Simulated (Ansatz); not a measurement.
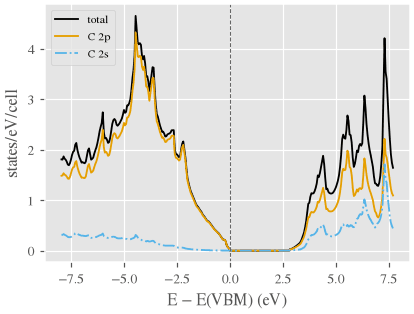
Fig. 1. Total and projected density of states of C in space group Ia-3 (No. 206; C on 16c), r²SCAN in the plane-wave PAW code Ansatz

### Question
Which orbitals carry the states next to the gap?

### Answer
Top 1 eV of the valence band: C 2p 99 %. Bottom 1 eV of the conduction band: C 2p 76 %, C 2s 19 %. Projections are on Löwdin-orthogonalised atomic valence shells; empty p or d shells of many metals are not among them.

### Question
Where is the tallest occupied peak in this window, and what makes it?

### Answer
Near -4.5 eV, about 4.7 states/eV per cell; the largest projected share is C 2p.

The start of the workflow was typed in or built on a structure type; neither database checked (COD, Materials Project) lists it. It is not the phase usual at ambient conditions (space group No. 194, 227). The cell was relaxed with r²SCAN under the symmetry of its start; its stability against distortions is not shown here.

Potentials: the earlier of the program's two PAW sets.
